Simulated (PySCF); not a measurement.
Molecule: Sn(Br)2(OH)(NH2), H3Br2NOSn, SMILES [NH2][Sn]([OH])([Br])[Br]. Atoms near the plane z = 0.0 Å, at the PBE0/def2-SVP optimised geometry (x, y, z in Å): Sn2 (-1.0, -1.2, 0.0), O3 (-1.5, 0.7, 0.0), Br5 (1.5, -1.2, 0.0), H8 (-1.0, 1.2, -0.6).

Level of theory: PBE0/def2-TZVP, def2 effective core potentials past Kr (PySCF). The core electrons that the potentials of Sn replace are not part of the density. Cells within 0.4 Å of a nucleus heavier than hydrogen are left out (blank, or x). The values are rescaled to run from 0 to 1.

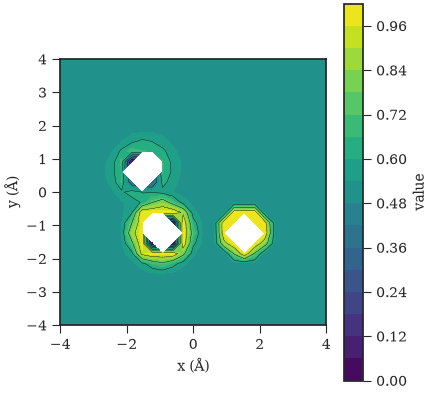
Figure: a field on the plane z = 0.0 Å.

**Question.** Which quantity is mapped?
A) electrostatic potential
B) log10 of the electron density
C) deformation density (molecule minus spherical neutral atoms)
D) Laplacian of the electron density

**Answer.** D, Laplacian of the electron density. In full: Laplacian of the electron density (e/bohr⁵), clipped to [-1.50, 1.50].
